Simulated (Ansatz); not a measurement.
# GaH4NO···H2: what the fields show

The calculation's input:

```
crystal:
  periodic: [false, false, false]
  atoms:
    - { symbol: Ga, position_ang: [0.0, 0.0, 0.0] }
    - { symbol: H, position_ang: [0.0, 0.0, 1.92] }
    - { symbol: H, position_ang: [1.3596, 0.0, -0.785] }
    - { symbol: "N", position_ang: [-1.6714, 0.0, -0.965] }
    - { symbol: H, position_ang: [-2.3403, -0.8164, -0.8664] }
    - { symbol: H, position_ang: [-1.9204, 0.8164, -1.5936] }
    - { symbol: O, position_ang: [-0.2614, 1.9661, 0.659] }
    - { symbol: H, position_ang: [-1.2001, 2.2714, 0.4451] }
    - { symbol: H, position_ang: [-0.1319, 0.9924, 1.8157] }
basis:
  gaussian: { orbitals: def2-SVPD }
hamiltonian:
  xc: pbe0
relax:
  f_tol: 0.15
  max_steps: 25
  restrain:
    - { distance: [0, 6], at: 1.79, k: 30.0 }
    - { distance: [8, 1], at: 0.66, k: 30.0 }
    - { distance: [0, 1], at: 2.77, k: 30.0 }
    - { distance: [8, 6], at: 2.21, k: 30.0 }
output:
  orbitals: {}
```

Launched as:

```sh
ansatz run input.yaml --threads 4 --pin off --max-ram 5120MiB --backend cpu --events-out ev --progress --plain --runs-dir out
```

The fields are those of the run's last geometry, not of the input's.

Not at a stationary point (largest force 1.8 eV/Å).

Level of theory: RKS PBE0/def2-SVPD in Ansatz.

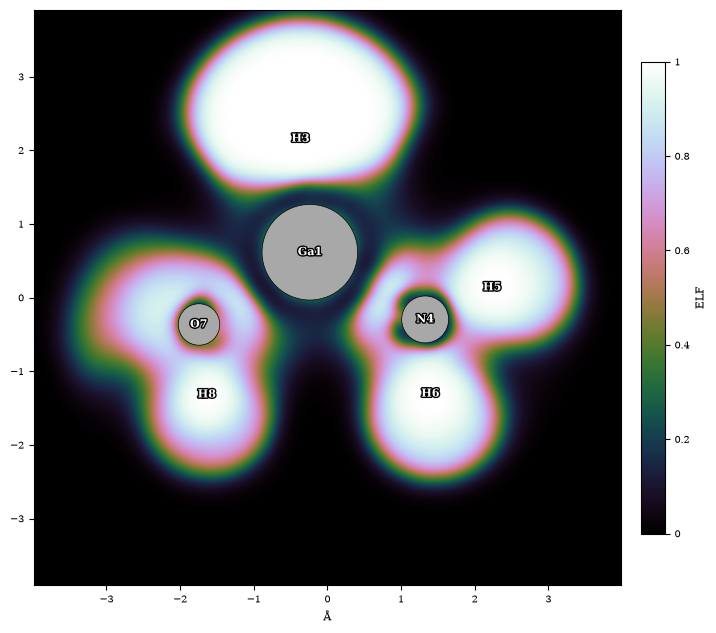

Figure 1. Electron localisation function on the plane of atoms Ga1, N4 and H6. Grey discs cover the atomic cores.

Describe what can be read from this map.

- The plane passes through Ga, H, N and O nuclei.
- Ga1···H5 (2.52 Å): the ELF climbs to about 1 towards the hydrogen.
- Ga–O (1.80 Å): the ELF peaks at about 0.85 in the valence shell of O, 0.6 Å from its nucleus, and is about 0.20 at the midpoint.
- Ga–N (1.81 Å): the ELF peaks at about 0.85 in the valence shell of N, 0.6 Å from its nucleus, and is about 0.35 at the midpoint.
- O–H (0.96 Å): the ELF climbs to about 1 towards the hydrogen: a covalent bond by its length.
- N–H (1.01 Å): the ELF climbs to about 1 towards the hydrogen (an ordinary covalent bond to hydrogen).
- The ELF also peaks beside O7, away from the bonds: lone-pair regions.

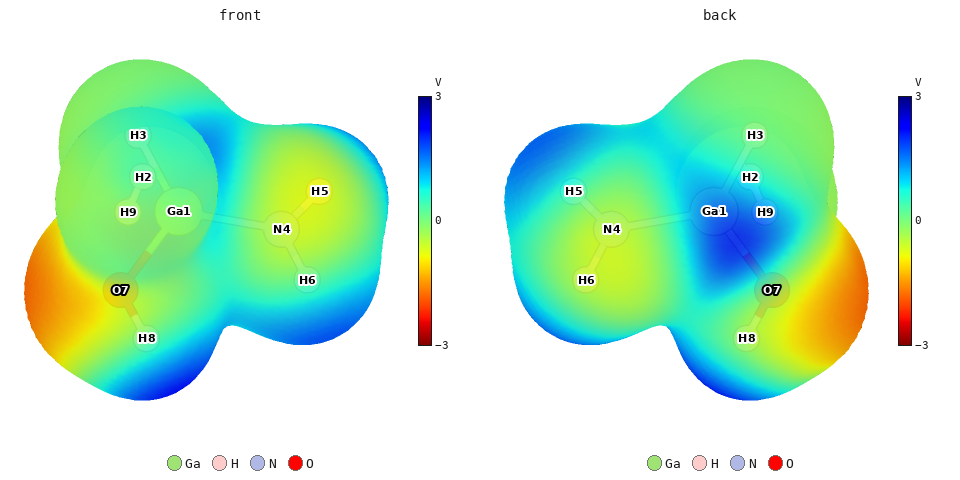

Figure 2. The electrostatic potential painted on the density surface at 0.002 e/bohr³, seen from the front and from behind; red is negative and blue positive.

Which sites attract a positive test charge, and which a negative one?

A positive charge is drawn to the negative regions and a negative charge to the positive ones. The most negative region (about −1.8 V) lies over O7, the most positive (about +2.1 V) over Ga1 and H8. O7 is the likeliest acceptor of a hydrogen bond.
